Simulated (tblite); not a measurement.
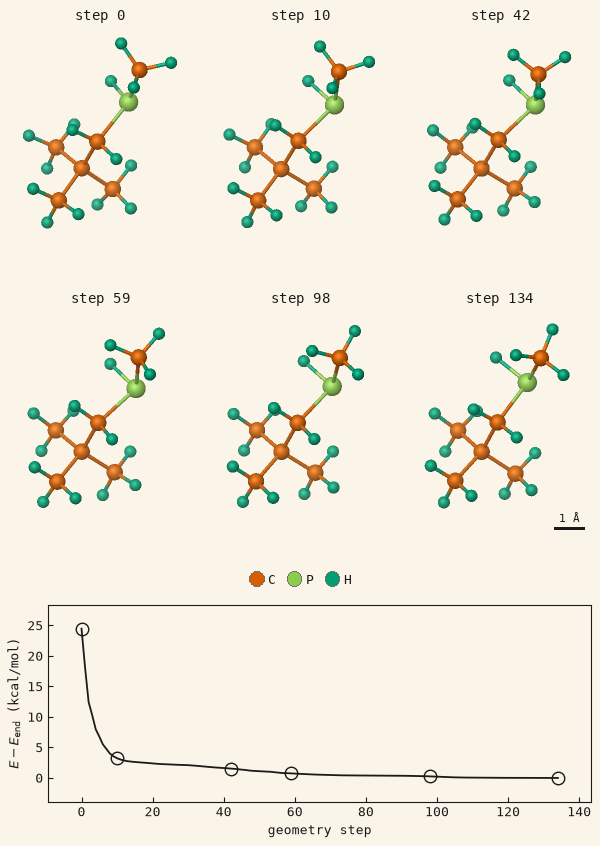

Frames of a relaxation of C6H15P, marked on the history of the run. Style: ball-and-stick. Shown from a free direction.

The calculation used GFN2-xTB geometry optimisation, gas phase (tblite 0.8.0). 

### Describe the path.

The largest move after the best rigid fit is that of an H atom, 1.16 Å. Largest moves by element: H 1.16 Å, P 0.20 Å, C 0.19 Å. Near-neighbour distances that change, for instance: H–P 1.445 → 1.402 Å, C–H 1.124 → 1.089 Å, C–C 1.504 → 1.533 Å, C–P 1.877 → 1.852 Å. Bond angles that change, for instance: C–P–H 112.8° → 94.6°, C–P–H 113.1° → 96.1°, C–P–C 105.4° → 97.1°. Over 134 geometry steps the energy falls by 24.5 kcal/mol. Cost: 0.85 s on 1 thread of Arm Neoverse V2 (shared host). From step 0 to 10: an H atom moves most (0.40 Å), energy −21.2 kcal/mol. From step 10 to 42: an H atom moves most (0.40 Å), energy −1.69 kcal/mol. From step 42 to 59: an H atom moves most (0.37 Å), energy −0.80 kcal/mol. From step 59 to 98: an H atom moves most (0.34 Å), energy −0.48 kcal/mol. From step 98 to 134: an H atom moves most (0.34 Å), energy −0.26 kcal/mol.

```csv
step,"E − E(0), kcal/mol"
0,0.00
1,-6.39
2,-12.05
3,-14.18
4,-16.51
5,-17.69
6,-18.97
7,-19.71
8,-20.49
9,-20.94
10,-21.24
17,-21.95
23,-22.21
30,-22.38
36,-22.68
43,-22.98
49,-23.34
56,-23.64
62,-23.82
69,-23.99
75,-24.06
82,-24.08
88,-24.10
95,-24.17
101,-24.29
108,-24.41
114,-24.43
121,-24.46
127,-24.47
134,-24.47
```
